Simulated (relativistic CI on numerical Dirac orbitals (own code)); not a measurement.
```
atom Co  Z=27  charge=4  electrons=23
nucleus A=59  rms_radius_fm=3.7875
hamiltonian dirac-coulomb  breit=on  qed=on  c_scale=1
orbitals kli  potential=per-configuration
slater_scale 0.8
correlation none
mixing on
configurations
  [Ar] 3d5
  [He] 2s2 2p5 3s2 3p6 3d6
end
absorption L2,3 T=300 lorentz=0.4 gauss=0.3
crystal_field Oh 10Dq=16250
```

Command (the task file carries these settings):
```bash
python run_levels.py task.json out
```

Multiplet model: relativistic Dirac–Coulomb–Breit theory, one configuration a step, Slater integrals scaled by 0.8, 300 K, Voigt broadening (Lorentzian 0.4 eV, Gaussian 0.3 eV full widths), computed with a radial Dirac CI code. Dichroism is for the ground state at zero temperature, magnetised by an exchange field of 10 meV on Sz.

The L₂,₃ X-ray absorption spectrum that results, with the strongest transitions as sticks:

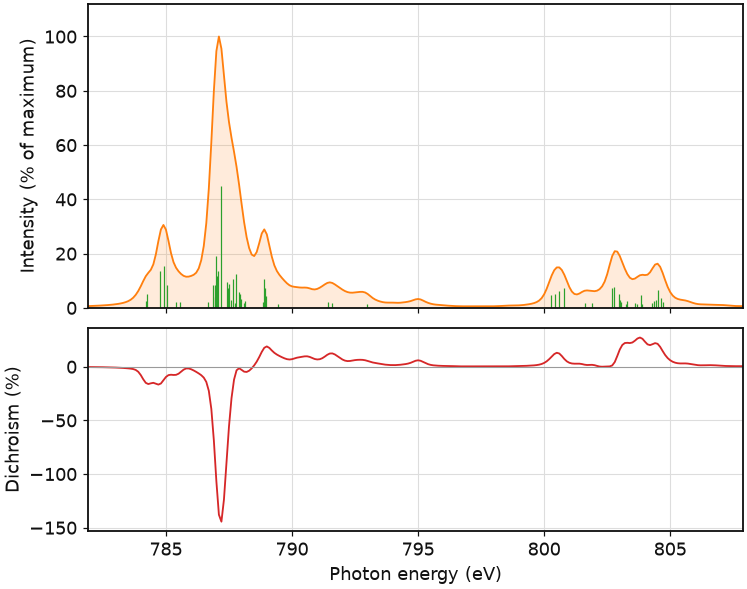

The main maxima lie at 784.9 eV (31), 787.1 eV (100), 788.9 eV (29), 791.5 eV (9), 800.6 eV (15), 802.8 eV (21) and 804.5 eV (16), heights in % of the largest; the centroid is at 791.2 eV. The lower edge holds 0.77 of the intensity (branching ratio, edges parted at 797 eV, split at the minimum of the curve and uncertain by about 0.02), and the core spin-orbit splitting of the orbitals is 15.3 eV. The ground state has S = 2.50. The circular dichroism (Δm = −1 less Δm = +1) is largest at 787.2 eV, −144 % of the isotropic maximum; its integrals over the lower and upper edge are −0.077 and 0.073 of the sum over the three polarisations. The magnetised ground state has ⟨Lz⟩ = 0.00 and ⟨Sz⟩ = −2.50.

Known limits: free-ion energies, so absolute edge positions are off by a few eV from solids.
